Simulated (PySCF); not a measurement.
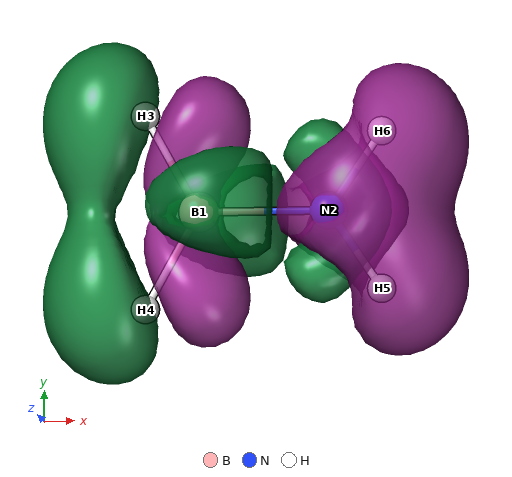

Figure. BH4N, SMILES `BN`. Change of the electron density in a uniform field of 0.51 V/Å, surfaces at ±0.003 e/Å³ (green: gain, purple: loss).

Method: PBE0/def2-SVPD; geometry: GFN2-xTB; program: PySCF. No frequency check shows the geometry to be a minimum.

The field was applied in both directions; the picture shows the one opposite to the script's first.

Along which Cartesian direction does the field point?

Along +x: electrons gather on the −x side, against the field.

How large is the response?

The induced dipole is 0.79 D (along the field); α along this axis, from the fields in both directions, is 31 bohr³ (4.5 Å³).
